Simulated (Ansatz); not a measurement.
All values below come from PBE (plane waves to 420 eV, PAW; Ansatz, a quantum-chemistry and plane-wave program).

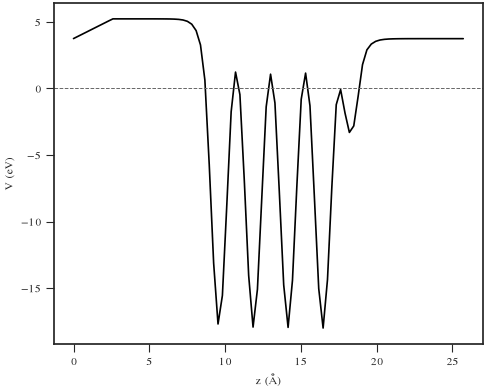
Plane-averaged electrostatic potential energy along the normal, in eV from the Fermi level, for Ru on the 1x1 (111) surface of fcc Pd, one in a 2x2 cell, started at the site 'bridge Pd-Pd (span 2.8 Å)'

Model: 17-atom slab, 6.8 Å thick at the start under the adsorbate (thin: gaps and levels are the slab's own), 6x6x1 mesh, Fermi-Dirac 0.1 eV, dipole correction, 8 atoms held, the rest relaxed; held to the start's symmetry, so lower structures may exist; spin-polarised, no spin-orbit, no U, no dispersion correction. At the end it is bonded to 3 Pd. In PBE it is, or lies within 0.03 eV of, the lowest of the starts that converged.

Question: The surface cell has an area of 26.94 Å². What dipole along the normal does the step between the two vacuum levels imply?

Answer: the top vacuum level lies 1.49 eV below the bottom one; p = −ε₀ A ΔV (ε₀ = 0.005526 e/(V·Å)) gives 0.22 e·Å a cell.
